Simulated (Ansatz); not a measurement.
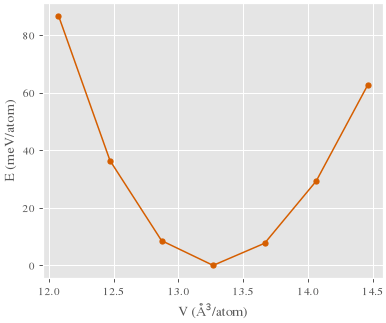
*Si₂Mo (MoSi2 or CaC2 type, space group No. 139) under volume change, the program Ansatz at the PBEsol level (PAW), shape and atoms relaxed at each volume.*

Q: What does a third-order Birch–Murnaghan fit give for V₀, B₀ and B′?

A: V₀ = 13.27 Å³/atom, B₀ = 218 GPa, B′ = 4.4.

Space group I4/mmm (MoSi2 or CaC2 type). Symmetry was held in the PBEsol relaxation. The run is not spin-polarised.

Potentials: the earlier of the program's two PAW sets. The files were generated under PBE; for other functionals the program regenerates the frozen cores, and for LDA and PBEsol the local potential too.
